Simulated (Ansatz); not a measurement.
System: AlFH₄Si₂ (SMILES [F][Al+][SiH-][SiH3]).

| atom | x (Å) | y (Å) | z (Å) |
| --- | --- | --- | --- |
| Al | 1.8424 | -0.1027 | -0.8539 |
| F | 3.3342 | 0.6646 | -0.8431 |
| Si | -0.4438 | -0.5850 | -1.0957 |
| Si | -0.4779 | 0.1091 | 1.2649 |
| H | -0.0183 | 0.9059 | -1.4682 |
| H | 0.5480 | 1.0795 | 1.8012 |
| H | -1.8180 | 0.7591 | 1.4816 |
| H | -0.4044 | -1.1115 | 2.1380 |

Geometry: BLYP-D3(BJ)/def2-SVP.

Theory: isolated molecule in a Gaussian basis; Kohn-Sham density functional theory, functional PBE0 (Ansatz).

Q: Predict the electron density and electron localisation function between the atoms.

A: Al–F (1.68 Å): ρ is about 0.87 e/Å³ halfway; the ELF peaks at about 0.85 in the valence shell of F, 0.6 Å from its nucleus, and is about 0.40 at the midpoint.
Al–Si (2.35 Å): the density is about 0.4 e/Å³ at the midpoint; the ELF peaks at about 0.75 in the valence shell of Si, 1.2 Å from its nucleus, and is about 0.75 at the midpoint.

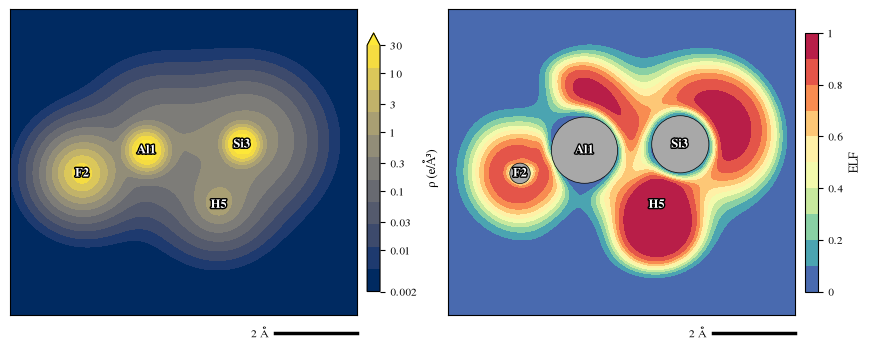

Computed electron density and electron localisation function on the plane of atoms F2, Al1 and Si3, in this order. Grey discs cover the atomic cores in the ELF map. 
